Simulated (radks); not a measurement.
The carbon ion C³⁺ in the configuration [He] 2s1. Method: scalar-relativistic Kohn-Sham, OLYP, spin-unpolarised, spherical densities, point nucleus; computed with the in-house radial solver radks.

```
Z 6
configuration [He] 2s1 2p0 3s0
relativity scalar-relativistic
functional optx,lyp
spin unpolarised
nucleus point
c 137.035999084
```

The run was one of a batch (task.json lists them), launched with:
```bash
python run_ks.py task.json out
```

Wanted: the number of electrons inside radius r (solid) and the radial density 4πr²ρ (dashed).

The count levels off at 3 electrons. Half of them lie within 0.341 bohr, 90 % within 1.50 bohr and 99 % within 2.45 bohr. The radial density has a minimum at 0.733 bohr, where the count stands at 2.1; this parts the shells that the density resolves.

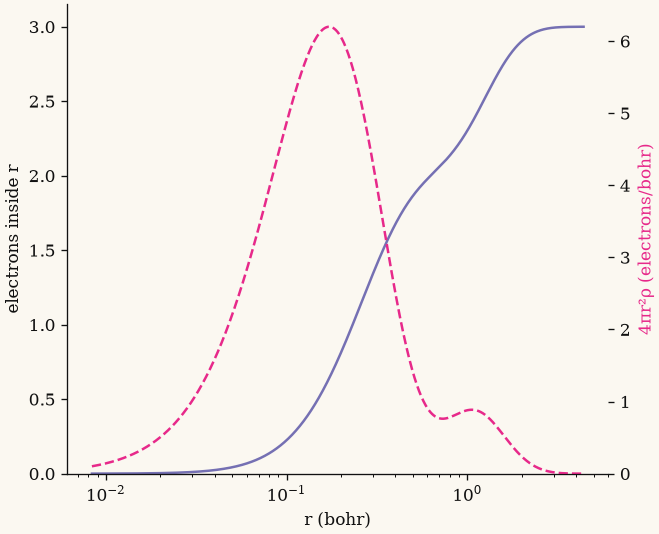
